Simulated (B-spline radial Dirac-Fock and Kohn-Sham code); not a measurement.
Indium (Z = 49). Level of theory: a Dirac–Hartree–Slater potential of the neutral atom, no hole, surface-current nucleus; calculated with a radial B-spline solver.

Predict the main features of the following plot. L3-subshell internal conversion coefficients against transition energy, at the marked points and joined by straight lines (also across edges).

E3 goes from 43100 at 21.1 keV to 8.78 × 10⁻⁷ at 2020 keV; M4 goes from 5.32 × 10⁶ at 21.1 keV to 2.24 × 10⁻⁶ at 2020 keV; E5 goes from 1.54 × 10⁸ at 21.1 keV to 2.88 × 10⁻⁶ at 2020 keV.

The computed plot:

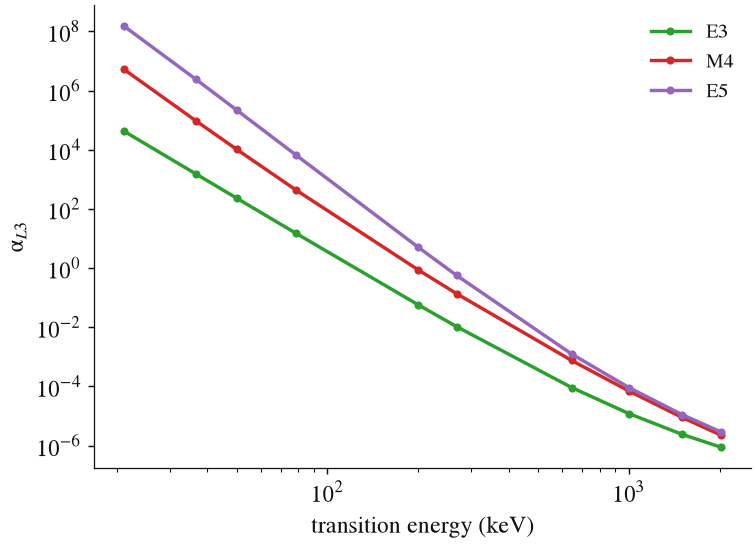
